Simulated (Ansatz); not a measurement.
The parent structure is Li2Se in the anti-fluorite structure (space group Fm-3m, No. 225; a = 5.945 Å). Axes: x, y, z lie along the cube axes.

Modification: biaxial strain +1.67 %, plane normal [111], relaxed out of plane (Cartesian); in-plane vectors clamped, the third vector and the atoms free.

All numbers come from PBEsol (Ansatz, a first-principles code), spin-orbit coupling left out.

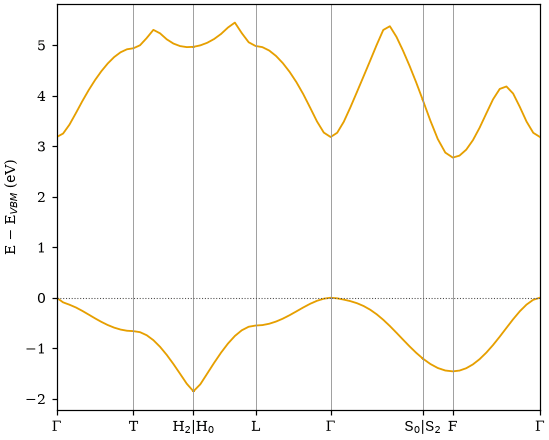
*Highest valence and lowest conduction band along the path of the changed cell's own zone*

**Question.** Read the changed gap and its character from the plot.

**Answer.** About 2.8 eV, indirect, Γ → F.

Whether these cells are dynamically stable was not tested. k-point labels follow each cell's own Brillouin zone.
